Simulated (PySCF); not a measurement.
Molecule: SMILES F[Si](F)(F)/C=C\[Si](F)(F)F. Atoms near the plane z = 0.6 Å, at the GFN2-xTB optimised geometry (x, y, z in Å): F1 (0.5, -2.4, 0.3), Si7 (-0.6, 0.8, 0.0), F8 (1.0, 0.8, 0.0), F9 (-1.0, 2.4, 0.0), F10 (-1.0, 0.3, 1.4).

Level of theory: PBE/def2-TZVP (PySCF 2.14.0). Cells within 0.4 Å of a nucleus heavier than hydrogen are left out (blank, or x). The values are rescaled to run from 0 to 1.

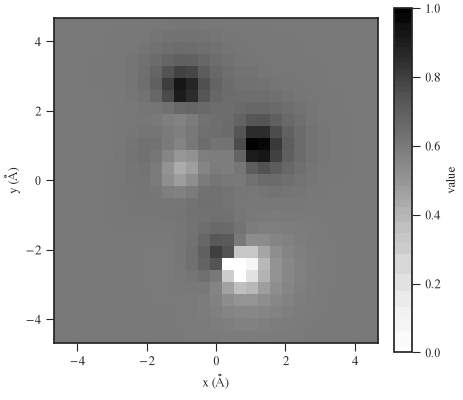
Figure: a field on the plane z = 0.6 Å.

Which quantity is mapped?
A. log10 of the electron density
B. deformation density (molecule minus spherical neutral atoms)
C. an orbital amplitude
D. Laplacian of the electron density

C, an orbital amplitude. In full: HOMO−1 amplitude (bohr^(-3/2)).
